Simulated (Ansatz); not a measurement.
# How far to go with the plane-wave cutoff: HfGa3 (I4mm, 4 atoms in the cell)

```xyz
4
Lattice="-1.9228 1.9228 4.4878 1.9228 -1.9228 4.4878 1.9228 1.9228 -4.4878" Properties=species:S:1:pos:R:3 pbc="T T T"
Hf     0.0000     0.0000     0.0500
Ga     0.0000     0.0000     4.4878
Ga     0.0000     1.9228     2.2439
Ga     1.9228     0.0000     2.2439
```

Method: LDA (PW92), default PAW files made with PBE (plane waves; Ansatz, a first-principles code).

Base settings: basis.ecutwfc = 420 eV; kpoints.mp_grid.grid = 7 7 7; hamiltonian.xc = lda; hamiltonian.pseudopotentials = {kind: paw} (the program's default PAW files); scf.occupations.method = gaussian; scf.occupations.width = 0.1 eV.

The second cell is the first with its lattice scaled by 0.98.

The mesh stays at the base's, so the ladder's end is converged at best in this setting alone.

The first pressure column holds Ansatz's estimate of the finite-basis (Pulay) stress, which hides part of the cutoff error; the other is without it.

Only quantities that move along the ladder and can be compared are tabulated.

The count of work is k-points × plane waves × bands × iterations; it is no time. 

The starting cell comes from a database of computed structures (which also holds hypothetical and non-ambient phases and stackings), without a prior relaxation at this level. Its lattice was rescaled by up to half a per cent. One atom was moved a little off its site on purpose. In the base run, with a pressure of about -4 GPa the cell is away from its equilibrium volume at this level.

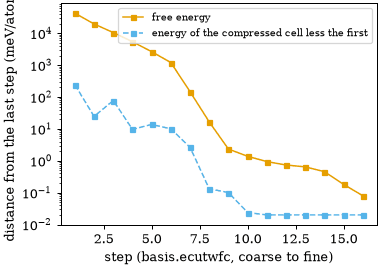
Fig. 1. Distance from the last step along the ladder; very small values are drawn at a floor.

| basis.ecutwfc | free energy less the last step's (meV/atom) | energy of the compressed cell less the first (meV/atom) | pressure (GPa) | pressure without the Pulay estimate (GPa) | largest difference of a force vector from the last step's (eV/Å) | count of work / last |
|---|---|---|---|---|---|---|
| 145 eV | 42482.90 | -244.23 | -17.03 | -1267.47 | 2.752 | 0.064 |
| 170 eV | 19592.12 | -27.33 | -5.74 | -671.70 | 1.240 | 0.078 |
| 190 eV | 10498.55 | -80.08 | -9.67 | -418.02 | 0.069 | 0.094 |
| 210 eV | 5430.62 | -12.29 | -5.24 | -256.52 | 0.171 | 0.11 |
| 230 eV | 2644.09 | 11.17 | -2.70 | -150.01 | 0.135 | 0.13 |
| 250 eV | 1204.78 | 7.36 | -2.33 | -83.08 | 0.001 | 0.14 |
| 295 eV | 146.93 | -0.03 | -3.44 | -18.02 | 0.007 | 0.16 |
| 335 eV | 16.51 | -2.79 | -3.83 | -5.82 | 0.002 | 0.19 |
| 380 eV | 2.33 | -2.56 | -3.85 | -3.98 | 0.000 | 0.20 |
| 420 eV | 1.38 | -2.64 | -3.86 | -3.90 | 0.000 | 0.27 |
| 460 eV | 0.94 | -2.65 | -3.86 | -3.88 | 0.000 | 0.31 |
| 505 eV | 0.74 | -2.64 | -3.86 | -3.87 | 0.000 | 0.35 |
| 565 eV | 0.64 | -2.65 | -3.86 | -3.87 | 0.000 | 0.42 |
| 630 eV | 0.45 | -2.65 | -3.86 | -3.87 | 0.000 | 0.49 |
| 735 eV | 0.18 | -2.65 | -3.86 | -3.87 | 0.000 | 0.63 |
| 840 eV | 0.08 | -2.66 | -3.86 | -3.86 | 0.000 | 0.76 |
| 1010 eV | 0.00 | -2.66 | -3.86 | -3.87 | 0.000 | 1.0 |

Coarsest basis.ecutwfc that holds the pressure without the Pulay estimate within 0.1 GPa of the last step, with all finer ones: 420 eV, at 0.27 of the last step's count of work; the step before is off by 0.11 GPa.

Coarsest basis.ecutwfc that holds the energy of the compressed cell less the first within 0.2 meV/atom of the last step, with all finer ones: 335 eV, at 0.19 of the last step's count of work; the step before is off by 2.6 meV/atom.

Coarsest basis.ecutwfc that holds the forces within 0.005 eV/Å of the last step, with all finer ones: 335 eV, at 0.19 of the last step's count of work; the step before is off by 0.007 eV/Å.

The energy difference between the two cells stays within 1 meV/atom of the last step's from 335 eV on, the total only from 460 eV on: much of the error is common to both cells and cancels.

At the lowest cutoff the pressure without the Pulay estimate lies 1260 GPa under the last step's, the usual sign of Pulay stress in an incomplete plane-wave basis.

Keys are those of Ansatz 0.2.
